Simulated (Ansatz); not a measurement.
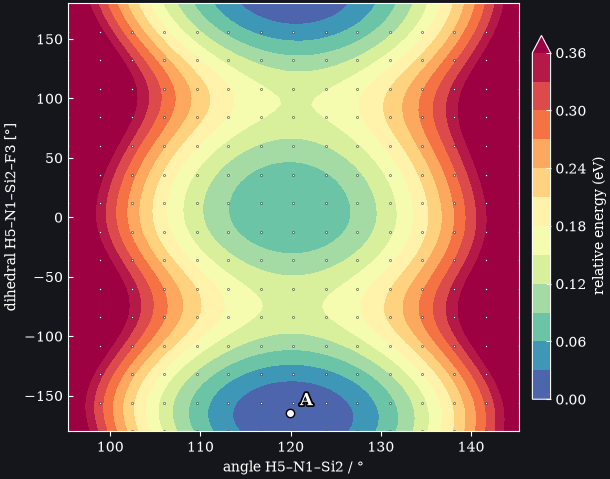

ClFH₂NSi, SMILES N[Si](F)Cl, spin multiplicity 2. Coordinates scanned: (1) angle H5–N1–Si2; (2) dihedral H5–N1–Si2–F3. Nothing is relaxed (all other coordinates rigid). The grid has 15 × 15 points. Energies are in eV, from the relaxed molecule at the same level. Method: UKS PBE0-D4/def2-SVP (Ansatz 0.2.0).

The picture shows filled contours, dots at the grid points, one colour for all values above the top of the scale, the point A. Between grid points the surface is interpolated.

Question: What is the easiest way out of the well at A, and how high is the barrier?

Answer: The easiest path leads from the well at about angle H5–N1–Si2 = 120°, dihedral H5–N1–Si2–F3 = −165° to the well at about angle H5–N1–Si2 = 120°, dihedral H5–N1–Si2–F3 = 5°, about 0.061 eV higher. Its highest point lies about 0.14 eV above the bottom of the first well on the interpolated surface, at about angle H5–N1–Si2 = 120°, dihedral H5–N1–Si2–F3 = −75°. Seen from the upper well the barrier is about 0.082 eV. The start is the relaxed structure and all else is held, so a fully relaxed path at this level can only be lower.

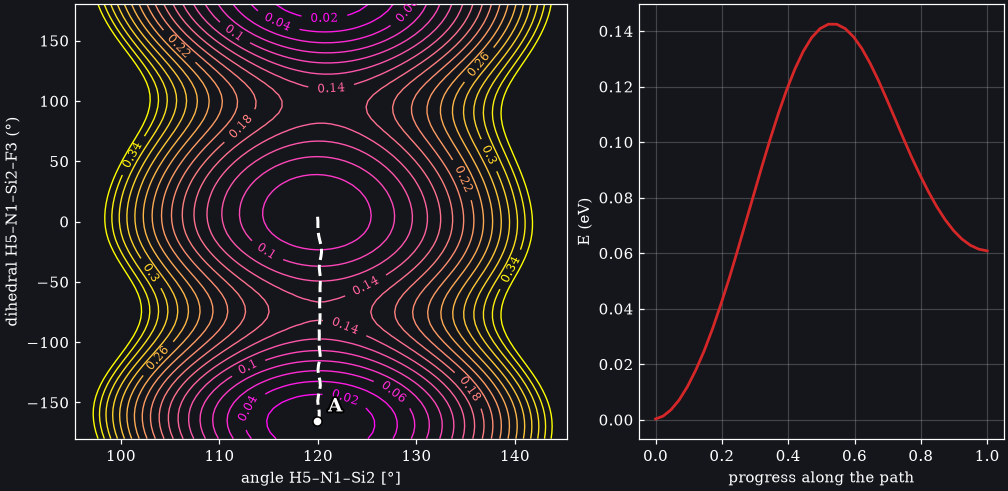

Drawn: contour lines labelled in eV (none above 0.36), a line along the lowest path, the energy along the path at the right. Between grid points the surface is interpolated.
